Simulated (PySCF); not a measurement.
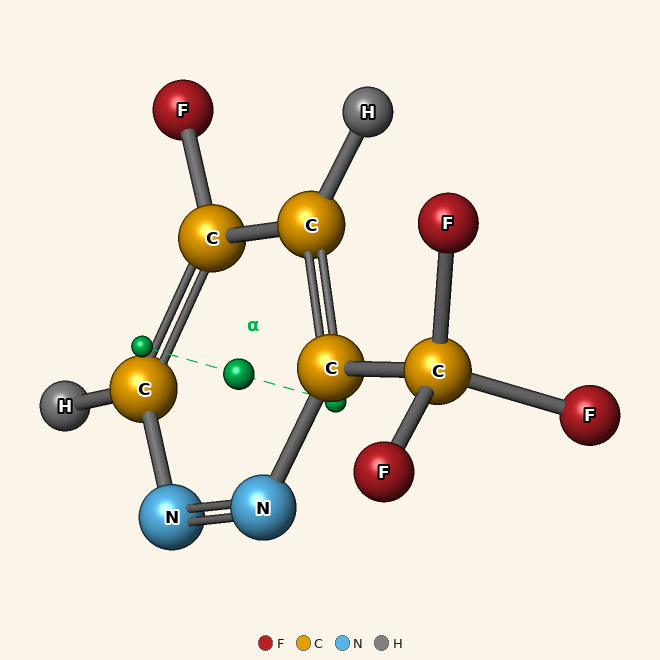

The small points mark where nucleus-independent chemical shifts (NICS) were computed: at the centre of each lettered ring and 1 Å above and below it. The geometry was computed by an optimisation with GFN2-xTB. No frequency run is at hand to confirm it as a minimum. Method: GIAO PBE0/pcSseg-1 NMR shielding, non-relativistic, gas phase (PySCF 2.14.0).

Give NICS(0), NICS(1) and the out-of-plane component NICS(1)zz for each ring (means of the two sides).

```json
{"ring": "α", "members": "C4N2", "NICS(0)": "−8.1", "NICS(1)": "−11.9", "NICS(1)zz": "−28.2"}
```

Values in ppm.

Question: What do the values say about the ring currents?

Answer: Ring α: diatropic, as in an aromatic ring. NICS is one index among several.
